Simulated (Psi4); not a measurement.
# Single-point calculation of CuH2O2 (charge −1)

System: CuH2O2, charge −1, SMILES [OH][Cu-][OH].
Method: MP2/DZVP, RHF, sfX2C (Psi4 1.11).

The geometry comes from this level: GFN2-xTB.

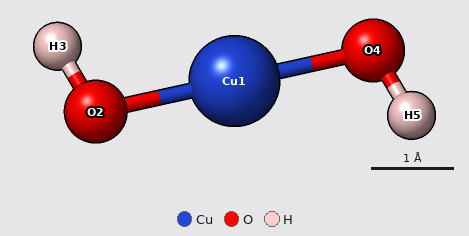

*The input geometry (ball-and-stick view, seen at a tilt; atoms are numbered from 1 in the order of the input). Sticks mark near contacts.*

## Results in brief

| quantity | value |
| --- | --- |
| outcome | converged |
| total energy | −1801.501089 hartree |
| SCF energy | −1801.088021 hartree |
| MP2 energy | −1801.501089 hartree |
| correlation energy | −0.413068 hartree |
| basis functions | 56 |
| HOMO of the SCF reference | −3.77 eV |
| LUMO of the SCF reference | 8.42 eV |
| hardware | 1 thread of Intel Xeon (Sapphire Rapids), 64 GiB of memory available, shared host |
| wall time | 2.6 s |
| peak memory | 0.26 GiB |

Settings chosen away from the usual ones: num_frozen_uocc set to 4; diis set to false.

## Input file (run_ase.py)
```python
import numpy as np
from ase.calculators.psi4 import Psi4
from ase.io import read

atoms = read('cuh2o2.xyz')
calc = Psi4(atoms=atoms, method='mp2', basis='DZVP', memory='1600MB', num_threads=1, charge=-1, multiplicity=1, label='cuh2o2')
calc.psi4.set_options({'scf_type': 'pk', 'freeze_core': True, 'mp2_type': 'df', 'num_frozen_uocc': 4, 'diis': False, 'maxiter': 60, 'relativistic': 'x2c'})
atoms.calc = calc

print(f'energy: {atoms.get_potential_energy():.6f} eV')
```

## File cuh2o2.xyz
```
5
CuH2O2
Cu    -0.000800    -0.001470     0.000570
O      0.031600    -0.008930     1.764910
H     -0.375500     0.827860     2.006460
O     -0.036230     0.006910    -1.764560
H      0.380930    -0.824370    -2.007390
```

Launched with:
```bash
python run_ase.py
```

## Output
```
Relativistic analytic gradients are not implemented yet, re-routing to finite differences.

   => Loading Basis Set <=

    Name: DZVP
    Role: ORBITAL
    Keyword: BASIS

         ---------------------------------------------------------
                                   SCF
                              RHF Reference
                        1 Threads,   1525 MiB Core
         ---------------------------------------------------------

  ==> Geometry <==

    Molecular point group: c1
    Full point group: C1

    Geometry (in Angstrom), charge = -1, multiplicity = 1:

       Center              X                  Y                   Z               Mass
    ------------   -----------------  -----------------  -----------------  -----------------
         CU           0.000426879336    -0.000218658065     0.000151876708    62.929597720000
         O            0.032826879336    -0.007678658065     1.764491876708    15.994914619570
         H           -0.374273120664     0.829111341935     2.006041876708     1.007825032230
         O           -0.035003120664     0.008161341935    -1.764978123292    15.994914619570
         H            0.382156879336    -0.823118658065    -2.007808123292     1.007825032230

  Running in c1 symmetry.

  Rotational constants: A =     10.38751  B =      0.15634  C =      0.15403 [cm^-1]
  Rotational constants: A = 311409.59543  B =   4687.06564  C =   4617.57253 [MHz]
  Nuclear repulsion =  173.747220566689919

  Charge       = -1
  Multiplicity = 1
  Electrons    = 48
  Nalpha       = 24
  Nbeta        = 24

  ==> Algorithm <==

  SCF Algorithm Type is PK.
  DIIS disabled.
  MOM disabled.
  Fractional occupation disabled.
  Guess Type is SAD.
  Energy threshold   = 1.00e-08
  Density threshold  = 1.00e-08
  Integral threshold = 1.00e-12

  ==> Primary Basis <==

  Basis Set: DZVP
    Blend: DZVP
    Number of shells: 26
    Number of basis functions: 56
    Number of Cartesian functions: 60
    Spherical Harmonics?: true
    Max angular momentum: 2

   => Loading Basis Set <=

    Name: (DZVP AUX)
    Role: DECON
    Keyword: BASIS_RELATIVISTIC

  ==> Integral Setup <==

  Using in-core PK algorithm.
   Calculation information:
      Number of atoms:                   5
      Number of AO shells:              26
      Number of primitives:             69
      Number of atomic orbitals:        60
      Number of basis functions:        56

      Integral cutoff                 1.00e-12
      Number of threads:                 1

  Performing in-core PK
  Using 2548812 doubles for integral storage.
  We computed 56298 shell quartets total.
  Whereas there are 61776 unique shell quartets.

  ==> DiskJK: Disk-Based J/K Matrices <==

    J tasked:                  Yes
    K tasked:                  Yes
    wK tasked:                  No
    Memory [MiB]:             1144
    Schwarz Cutoff:          1E-12

 OEINTS: Using relativistic (X2C) overlap, kinetic, and potential integrals.
         ------------------------------------------------------------
         Spin-Free X2C Integrals at the One-Electron Level (SFX2C-1e)
         ------------------------------------------------------------

  ==> X2C Options <==

    Computational Basis: DZVP
    X2C Basis: (DZVP AUX)
    The X2C Hamiltonian will be computed in the X2C Basis

    Comparing only 56 out of 135 elements of H_Dirac

    The 1-norm of |H_X2C - H_Dirac| is: 397.298791277163

    WARNING: The X2C and Dirac Hamiltonians have substatially different eigenvalues!
             This is probably caused by the recontraction of the basis set.

  Minimum eigenvalue in the overlap matrix is 2.5380778313E-02.
  Reciprocal condition number of the overlap matrix is 6.4309448676E-03.
    Using symmetric orthogonalization.

  ==> Pre-Iterations <==

  SCF Guess: Superposition of Atomic Densities via on-the-fly atomic UHF (no occupation information).

   -------------------------
    Irrep   Nso     Nmo
   -------------------------
     A         56      56
   -------------------------
    Total      56      56
   -------------------------

  ==> Iterations <==

                        Total Energy        Delta E     RMS |[F,P]|

   @RHF iter SAD: -1796.76922837460438   -1.79677e+03   0.00000e+00
   @RHF iter   1: -1800.28186212073115   -3.51263e+00   1.76218e-02 ADIIS
   @RHF iter   2: -1793.08041444628293    7.20145e+00   7.76822e-02 ADIIS
   @RHF iter   3: -1800.94953983612322   -7.86913e+00   9.01621e-03 ADIIS
   @RHF iter   4: -1801.03621509676782   -8.66753e-02   5.18722e-03 ADIIS
   @RHF iter   5: -1801.08026876283816   -4.40537e-02   1.94207e-03 ADIIS
   @RHF iter   6: -1801.08486505002793   -4.59629e-03   1.28395e-03 ADIIS
   @RHF iter   7: -1801.08735782577764   -2.49278e-03   5.68004e-04 ADIIS
   @RHF iter   8: -1801.08788189536585   -5.24070e-04   2.24882e-04 ADIIS
   @RHF iter   9: -1801.08796561976988   -8.37244e-05   1.06848e-04 ADIIS
   @RHF iter  10: -1801.08798319797847   -1.75782e-05   7.86894e-05
   @RHF iter  11: -1801.08800987192058   -2.66739e-05   4.19510e-05
   @RHF iter  12: -1801.08801732269148   -7.45077e-06   2.52527e-05
   @RHF iter  13: -1801.08801953515331   -2.21246e-06   1.38413e-05
   @RHF iter  14: -1801.08802023541193   -7.00259e-07   9.50403e-06
   @RHF iter  15: -1801.08802047135555   -2.35944e-07   5.34280e-06
   @RHF iter  16: -1801.08802055562091   -8.42654e-08   3.98221e-06
   @RHF iter  17: -1801.08802058728611   -3.16652e-08   2.31172e-06
   @RHF iter  18: -1801.08802059970367   -1.24176e-08   1.77945e-06
   @RHF iter  19: -1801.08802060475023   -5.04656e-09   1.07521e-06
   @RHF iter  20: -1801.08802060686457   -2.11435e-09   8.31773e-07
   @RHF iter  21: -1801.08802060777361   -9.09040e-10   5.25581e-07
   @RHF iter  22: -1801.08802060817402   -4.00405e-10   4.04515e-07
   @RHF iter  23: -1801.08802060835615   -1.82126e-10   2.67218e-07
   @RHF iter  24: -1801.08802060843982   -8.36735e-11   2.04296e-07
   @RHF iter  25: -1801.08802060847961   -3.97904e-11   1.40371e-07
   @RHF iter  26: -1801.08802060849575   -1.61435e-11   1.06773e-07
   @RHF iter  27: -1801.08802060850576   -1.00044e-11   7.56963e-08
   @RHF iter  28: -1801.08802060850917   -3.41061e-12   5.74055e-08
   @RHF iter  29: -1801.08802060851349   -4.32010e-12   4.16329e-08
   @RHF iter  30: -1801.08802060851303    4.54747e-13   3.15265e-08
   @RHF iter  31: -1801.08802060851531   -2.27374e-12   2.32186e-08
   @RHF iter  32: -1801.08802060851531    0.00000e+00   1.75713e-08
   @RHF iter  33: -1801.08802060851554   -2.27374e-13   1.30695e-08
   @RHF iter  34: -1801.08802060851690   -1.36424e-12   9.88822e-09
  Energy and wave function converged.

  ==> Post-Iterations <==

    Orbital Energies [Eh]
    ---------------------

    Doubly Occupied:

       1A   -331.864574     2A    -41.449158     3A    -35.784498
       4A    -35.783175     5A    -35.783089     6A    -20.278158
       7A    -20.278108     8A     -4.949917     9A     -3.193169
      10A     -3.185786    11A     -3.183695    12A     -1.035456
      13A     -1.025858    14A     -0.409532    15A     -0.373819
      16A     -0.331397    17A     -0.321892    18A     -0.274268
      19A     -0.274094    20A     -0.246763    21A     -0.234166
      22A     -0.233556    23A     -0.181420    24A     -0.138600

    Virtual:

      25A      0.309497    26A      0.430994    27A      0.476913
      28A      0.479752    29A      0.493385    30A      0.553757
      31A      0.567302    32A      0.617639    33A      0.670892
      34A      0.671281    35A      0.777639    36A      0.781827
      37A      1.111326    38A      1.128311    39A      1.215224
      40A      1.224364    41A      1.260814    42A      1.355004
      43A      1.399355    44A      1.451995    45A      2.207909
      46A      2.232374    47A      2.303646    48A      2.331765
      49A      2.342588    50A      2.396163    51A      2.406986
      52A      2.457020    53A      2.479267    54A      2.553797
      55A      3.014796    56A      3.019103

    Final Occupation by Irrep:
              A
    DOCC [    24 ]
    NA   [    24 ]
    NB   [    24 ]

  @RHF Final Energy: -1801.08802060851690

   => Energetics <=

    Nuclear Repulsion Energy =            173.7472205666899185
    One-Electron Energy =               -2868.0421862864945979
    Two-Electron Energy =                 893.2069451112877232
    Total Energy =                      -1801.0880206085168993

Computation Completed

Properties will be evaluated at   0.000000,   0.000000,   0.000000 [a0]

Properties computed using the SCF density matrix

 Multipole Moments:

 ------------------------------------------------------------------------------------
     Multipole            Electronic (a.u.)      Nuclear  (a.u.)        Total (a.u.)
 ------------------------------------------------------------------------------------

 L = 1.  Multiply by 2.5417464519 to convert [e a0] to [Debye]
 Dipole X            :          0.0026074            0.0053920            0.0079994
 Dipole Y            :         -0.0042482            0.0066387            0.0023906
 Dipole Z            :          0.0027784           -0.0023655            0.0004128
 Magnitude           :                                                    0.0083592

 ------------------------------------------------------------------------------------

	total time  =          1 seconds =       0.02 minutes

  //>>>>>>>>>>>>>>>>>>>>>>>>>>>>>>>>>>>//
  //               DFMP2               //
  //<<<<<<<<<<<<<<<<<<<<<<<<<<<<<<<<<<<//

   => Loading Basis Set <=

    Name: (DZVP AUX)
    Role: RIFIT
    Keyword: DF_BASIS_MP2

	 --------------------------------------------------------
	                          DF-MP2
	      2nd-Order Density-Fitted Moller-Plesset Theory
	              RMP2 Wavefunction,   1 Threads

	 --------------------------------------------------------

   => Auxiliary Basis Set <=

  Basis Set: (DZVP AUX)
    Blend: DGAUSS-DZVP-AUTOAUX
    Number of shells: 167
    Number of basis functions: 557
    Number of Cartesian functions: 695
    Spherical Harmonics?: true
    Max angular momentum: 4

	 --------------------------------------------------------
	                 NBF =    56, NAUX =   557
	 --------------------------------------------------------
	   CLASS    FOCC     OCC    AOCC    AVIR     VIR    FVIR
	   PAIRS      11      24      13      28      32       4
	 --------------------------------------------------------

	-----------------------------------------------------------
	 ==================> DF-MP2 Energies <====================
	-----------------------------------------------------------
	 Reference Energy          =   -1801.0880206085168993 [Eh]
	 Singles Energy            =      -0.0000000000000000 [Eh]
	 Same-Spin Energy          =      -0.1156296720161005 [Eh]
	 Opposite-Spin Energy      =      -0.2974385340299308 [Eh]
	 Correlation Energy        =      -0.4130682060460313 [Eh]
	 Total Energy              =   -1801.5010888145629906 [Eh]
	-----------------------------------------------------------
	 ================> DF-SCS-MP2 Energies <==================
	-----------------------------------------------------------
	 SCS Same-Spin Scale       =       0.3333333333333333 [-]
	 SCS Opposite-Spin Scale   =       1.2000000000000000 [-]
	 SCS Same-Spin Energy      =      -0.0385432240053668 [Eh]
	 SCS Opposite-Spin Energy  =      -0.3569262408359170 [Eh]
	 SCS Correlation Energy    =      -0.3954694648412838 [Eh]
	 SCS Total Energy          =   -1801.4834900733580980 [Eh]
	-----------------------------------------------------------

	total time  =          0 seconds =       0.00 minutes
```

## Standard output
```
energy: -49021.341551 eV
```

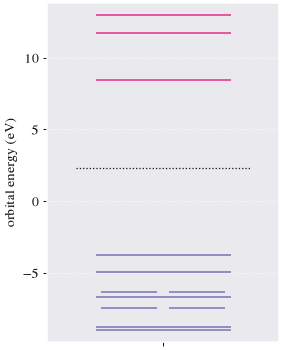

*Orbital energies near the frontier (SCF reference); the dotted line parts filled from empty levels, and levels within 0.02 eV of each other stand side by side.*

Highest filled −3.77 eV, lowest empty 8.42 eV, 12.19 eV apart.
